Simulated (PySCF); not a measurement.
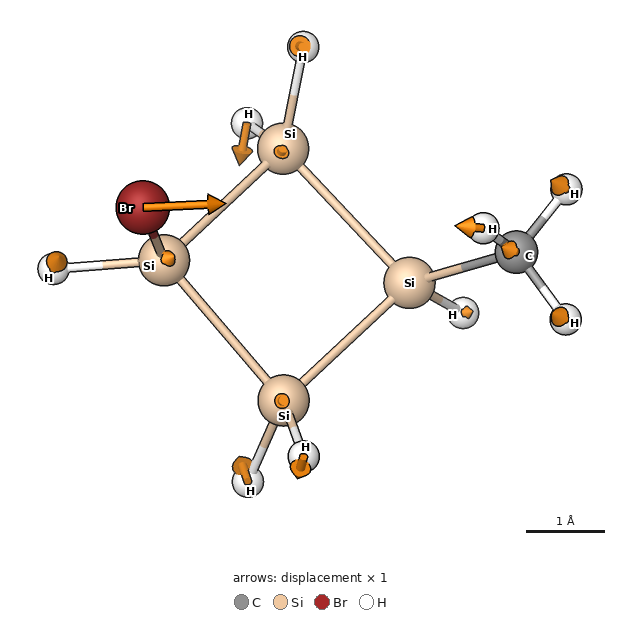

This is a relaxation of CH9BrSi4. The starting structure is drawn; orange arrows show the displacements, at their true length. The two geometries are superimposed by the best rigid fit.

The picture is a ball-and-stick view, seen at a tilt.

The start comes from GFN2-xTB.

These are results of PBE0-D3(BJ)/def2-SVP geometry optimisation, gas phase (PySCF 2.14.0, density-fitted response routines), not measurements. 

Which element moves most?

Bromine: up to 1.09 Å, against 0.62 Å for hydrogen.

Describe the change and its energy.

The atom that moves furthest after the best rigid fit is the Br atom (1.09 Å). Largest moves by element: Br 1.09 Å, H 0.62 Å, C 0.32 Å, Si 0.25 Å. Some distances before and after: H–Si 1.469 → 1.499 Å, Br–Si 2.280 → 2.260 Å, C–Si 1.904 → 1.884 Å, C–H 1.086 → 1.101 Å. Among the angles between lasting bonds that change: Br–Si–H 97.8° → 107.2°, H–Si–H 104.3° → 110.0°, Si–Si–H 116.0° → 110.4°. Groups turn about Si–Si by about 20°, Si–Si by about 20°. The energy falls by 6.54 kcal/mol in 13 geometry steps. The largest force component goes from 0.99 to 0.01 eV/Å. The run took of the order of 3 core-minutes on a shared host.
